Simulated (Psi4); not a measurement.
# CH5BN (SMILES B[N]C): U-wB97M-V/def2-SVPD

Aim: the vertical ionisation energy of CH5BN at U-wB97M-V/def2-SVPD, from 2 runs. 

The results are computed with Psi4 1.11.

1 further run of the same task is left out (set aside as unsound or not needed). Runs told in other sessions of the task aren't counted.

**1. The system as given**

CH5BN: 8 atoms, total charge 0, spin state doublet. As SMILES, `B[N]C`. Geometry: relaxed at PBE0-D4/def2-TZVP.

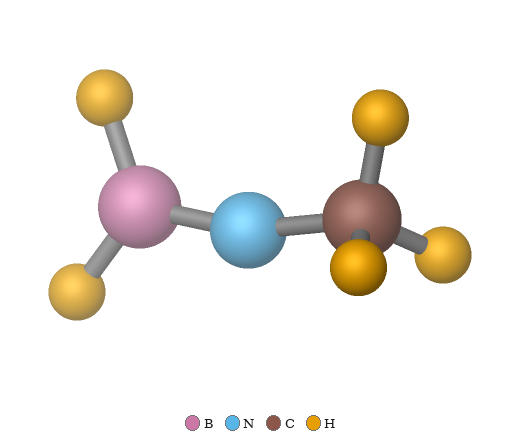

Viewed from a chosen angle; boron pink, nitrogen blue, carbon brown, hydrogen amber.

**2. A single-point energy at U-wB97M-V/def2-SVPD**

ch5bn.xyz reads:

```xyz
8
CH5BN
B     -0.373900     1.096100    -0.965000
N      0.058500     0.275600    -0.008700
C      0.339600    -0.835900     0.776800
H     -1.007800     0.632300    -1.885400
H     -0.143000     2.276400    -0.921600
H     -0.096400    -0.755000     1.778600
H      1.416200    -1.018200     0.865300
H     -0.101000    -1.728600     0.304400
```

job.py reads:

```python
import psi4

psi4.set_memory(2200000000)
psi4.set_num_threads(1)
psi4.set_output_file('ch5bn.out', False)

with open('ch5bn.xyz') as f:
    atoms = ''.join(f.readlines()[2:])
geom = psi4.geometry('0 2\n' + atoms + 'symmetry c1')

psi4.set_options({
    'basis': 'def2-SVPD',
    'reference': 'uks',
    'puream': True,
    'e_convergence': 1e-09,
    'd_convergence': 1e-08,
    'scf_type': 'pk',
    'dft_radial_points': 99,
    'dft_spherical_points': 590,
    'maxiter': 100,
})

e = psi4.energy("wb97m-v")
print('E =', round(e, 9))
for k, v in sorted(psi4.core.scalar_variables().items()):
    print(f'{k:45s} {v:18.10f}')
```

On the command line:

```bash
$ python job.py
```

ch5bn.out (excerpt; [...] marks lines left out):

```text
[...]
  Running in c1 symmetry.
[...]
  Nuclear repulsion =   63.858645311702894
[...]
  Multiplicity = 2
[...]
  Nalpha       = 12
  Nbeta        = 11
[...]
    Number of basis functions: 100
[...]
   @UKS iter   1:  -120.38837763023332   -6.73767e-01   4.56040e-03 ADIIS/DIIS
[...]
   @UKS iter  14:  -120.51101172488781   -6.46594e-12   6.66691e-09 DIIS
[...]
   @S^2 Observed:                7.577769664E-01
[...]
    Orbital Energies [Eh]
    ---------------------
    Alpha Occupied:
       1A    -14.544329     2A    -10.410076     3A     -6.896402
       4A     -1.018679     5A     -0.805303     6A     -0.630560
       7A     -0.579098     8A     -0.565811     9A     -0.516023
      10A     -0.470683    11A     -0.388684    12A     -0.340252
    Alpha Virtual:
      13A      0.052595    14A      0.085136    15A      0.087122
      16A      0.135962    17A      0.143676    18A      0.159832
      19A      0.166023    20A      0.170023    21A      0.189269
      22A      0.201831    23A      0.218277    24A      0.233686
      25A      0.234155    26A      0.244130    27A      0.304539
[...]
  @UKS Final Energy:  -120.51101172488781
   => Energetics <=
    Nuclear Repulsion Energy =             63.8586453117028938
    One-Electron Energy =                -287.1338277295587886
    Two-Electron Energy =                 115.2384107334915626
    DFT Exchange-Correlation Energy =     -12.5666797108953592
    Empirical Dispersion Energy =           0.0000000000000000
    VV10 Nonlocal Energy =                  0.0924396703718672
    Total Energy =                       -120.5110117248878083
  UHF NO Occupations:
  HONO-2 :   10  A 1.9989004
  HONO-1 :   11  A 1.9982392
[...]
 Multipole Moments:
 ------------------------------------------------------------------------------------
     Multipole            Electronic (a.u.)      Nuclear  (a.u.)        Total (a.u.)
 ------------------------------------------------------------------------------------
 L = 1.  Multiply by 2.5417464519 to convert [e a0] to [Debye]
 Dipole X            :         -0.1703338            0.3450458            0.1747120
 Dipole Y            :          1.4286861           -2.0721516           -0.6434655
 Dipole Z            :         -0.6917710            1.1664878            0.4747168
 Magnitude           :                                                    0.8184914
[...]
```

On the terminal:

```text
E = -120.511011725
CURRENT ENERGY                                   -120.5110117249
CURRENT REFERENCE ENERGY                         -120.5110117249
DD SOLVATION ENERGY                                 0.0000000000
DFT FUNCTIONAL TOTAL ENERGY                      -120.5110117249
DFT TOTAL ENERGY                                 -120.5110117249
DFT VV10 ENERGY                                     0.0924396704
DFT XC ENERGY                                     -12.5666797109
GRID ELECTRONS ALPHA                               12.0000002036
GRID ELECTRONS BETA                                11.0000002703
GRID ELECTRONS TOTAL                               23.0000004739
NUCLEAR REPULSION ENERGY                           63.8586453117
ONE-ELECTRON ENERGY                              -287.1338277296
PCM POLARIZATION ENERGY                             0.0000000000
PE ENERGY                                           0.0000000000
SCF ITERATION ENERGY                             -120.5110117249
SCF ITERATIONS                                     14.0000000000
SCF TOTAL ENERGY                                 -120.5110117249
TWO-ELECTRON ENERGY                               115.2384107335
XC GRID RADIAL POINTS                              99.0000000000
XC GRID SPHERICAL POINTS                          590.0000000000
XC GRID TOTAL POINTS                           447751.0000000000
```

Wall time 2.3 min (1 thread of Intel Xeon 6975P-C (Granite Rapids), shared host); peak memory 1.3 GiB.

**3. The singlet cation, same level**

input.json reads:

```json
{
  "schema_name": "qcschema_input",
  "schema_version": 1,
  "molecule": {
    "schema_name": "qcschema_molecule",
    "schema_version": 2,
    "symbols": ["B", "N", "C", "H", "H", "H", "H", "H"],
    "geometry": [-0.7065686, 2.07132881, -1.82358571, 0.11054898, 0.52080852, -0.01644062, 0.64175099, -1.57962207, 1.46793925, -1.90446599, 1.19487383, -3.56288964, -0.27023084, 4.30177255, -1.7415716, -0.1821696, -1.42674322, 3.36106689, 2.67623014, -1.92411914, 1.63518002, -0.19086234, -3.26658058, 0.57523263],
    "molecular_charge": 1,
    "molecular_multiplicity": 1,
    "fix_symmetry": "c1"
  },
  "driver": "energy",
  "model": {
    "method": "wb97m-v",
    "basis": "def2-SVPD"
  },
  "keywords": {
    "reference": "rks",
    "puream": true,
    "e_convergence": 1e-09,
    "d_convergence": 1e-08,
    "scf_type": "pk",
    "dft_radial_points": 99,
    "dft_spherical_points": 590
  }
}
```

On the command line:

```bash
$ psi4 --qcschema input.json -n 1 --memory 2200MB
```

stdout (excerpt; [...] marks lines left out):

```text
[...]
  Running in c1 symmetry.
[...]
  Nuclear repulsion =   63.858645296289922
[...]
  Multiplicity = 1
[...]
  Nalpha       = 11
  Nbeta        = 11
[...]
    Number of basis functions: 100
[...]
   @RKS iter   1:  -120.12485330971208   -4.10243e-01   2.52513e-03 DIIS/ADIIS
[...]
   @RKS iter  12:  -120.16547214245772   -1.12266e-11   7.59716e-09 DIIS
[...]
    Orbital Energies [Eh]
    ---------------------
    Doubly Occupied:
       1A    -14.881453     2A    -10.649139     3A     -7.177534
       4A     -1.290989     5A     -1.065393     6A     -0.884859
       7A     -0.813761     8A     -0.807708     9A     -0.776942
      10A     -0.706929    11A     -0.651995
[...]
  @RKS Final Energy:  -120.16547214245772
   => Energetics <=
    Nuclear Repulsion Energy =             63.8586452962899216
    One-Electron Energy =                -280.9442471877337084
    Two-Electron Energy =                 109.2075123730785720
    DFT Exchange-Correlation Energy =     -12.3768230924876459
    Empirical Dispersion Energy =           0.0000000000000000
    VV10 Nonlocal Energy =                  0.0894404683951348
    Total Energy =                       -120.1654721424577161
[...]
 Multipole Moments:
 ------------------------------------------------------------------------------------
     Multipole            Electronic (a.u.)      Nuclear  (a.u.)        Total (a.u.)
 ------------------------------------------------------------------------------------
 L = 1.  Multiply by 2.5417464519 to convert [e a0] to [Debye]
 Dipole X            :         -0.4662677            0.3450458           -0.1212219
 Dipole Y            :          1.8933962           -2.0721516           -0.1787554
 Dipole Z            :         -1.3173077            1.1664878           -0.1508199
 Magnitude           :                                                    0.2634291
[...]
```

The result, in JSON:

```text
{
 "driver": "energy",
 "model": {
  "method": "wb97m-v",
  "basis": "def2-SVPD"
 },
 "success": true,
 "return_result": -120.16547214245772,
 "properties": {
  "calcinfo_nbasis": 100,
  "calcinfo_nmo": 100,
  "calcinfo_nalpha": 11,
  "calcinfo_nbeta": 11,
  "calcinfo_natom": 8,
  "nuclear_repulsion_energy": 63.85864529628992,
  "return_energy": -120.16547214245772,
  "scf_one_electron_energy": -280.9442471877337,
  "scf_two_electron_energy": 109.20751237307857,
  "scf_vv10_energy": 0.08944046839513482,
  "scf_xc_energy": -12.376823092487646,
  "scf_dipole_moment": [-0.12122191330176435, -0.1787553715458845, -0.15081993187786846],
  "scf_total_energy": -120.16547214245772,
  "scf_iterations": 12
 }
}
```

Wall time 1.8 min (1 thread of Intel Xeon 6975P-C (Granite Rapids), shared host); peak memory 1.3 GiB.

**4. Results**

At U-wB97M-V/def2-SVPD:

| quantity | value |
| --- | --- |
| doublet CH5BN: total energy | -120.51101 Eh |
| doublet CH5BN: dipole moment | 2.08 D |
| doublet CH5BN: HOMO energy (highest over α and β) | -9.26 eV |
| doublet CH5BN: LUMO energy (lowest over α and β) | -0.69 eV |
| doublet CH5BN: ⟨S²⟩ | 0.758 |
| singlet cation: total energy | -120.16547 Eh |
| singlet cation: HOMO energy | -17.74 eV |
| singlet cation: LUMO energy | -9.44 eV |
| singlet cation: HOMO–LUMO gap | 8.30 eV |
| vertical ionisation energy (to the singlet cation) | 9.403 eV |

In words: Removing an electron at fixed nuclei costs 9.40 eV (217 kcal/mol).
